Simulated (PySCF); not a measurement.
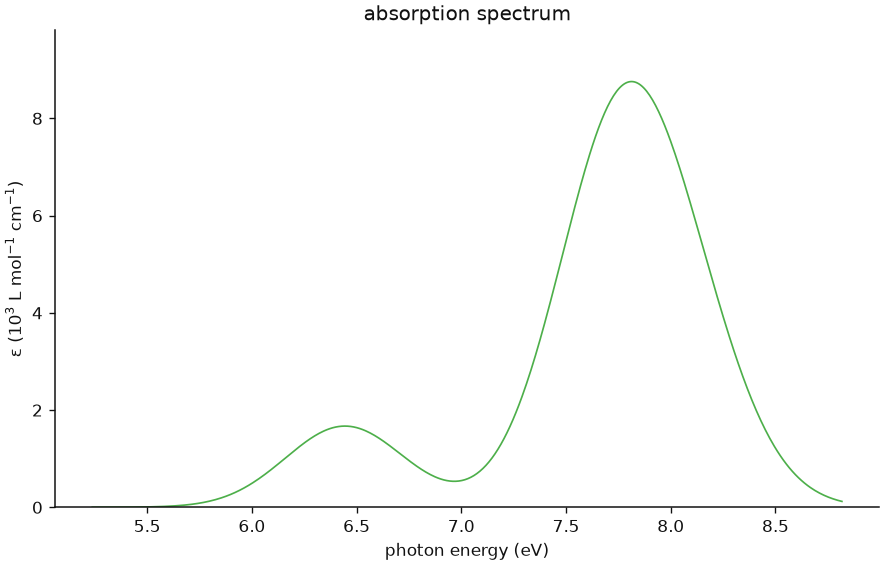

Vertical TDDFT excitations, CAM-B3LYP/def2-SVPD, PySCF 2.14.0, at a GFN2-xTB geometry (no frequency check), gas phase. The lowest 8 singlet states are shown; each is broadened by a Gaussian of 1/e half-width 0.40 eV.

### Whose absorption spectrum is this?
A. C₃H₉NOSi₂, SMILES O=CN[C@]1([SiH3])C[SiH2]1
B. C₃H₁₁BOSi, SMILES CB(C)C[SiH2]O
C. C₅H₁₁NSi, SMILES CC#C[SiH2]N(C)C
D. C₃H₁₁BS₂Si, SMILES CSB(C)C[SiH2]S

Option B. Its lowest singlet lies at 6.44 eV (f = 0.039) and the brightest of those computed is S4 at 7.68 eV (161 nm), f = 0.099, mixed, the largest part being HOMO−3 → LUMO (40 %).

Caveats: the tight-binding geometry is rougher than a DFT one and adds to the error; one conformer of a flexible molecule; core orbitals are frozen in the response.
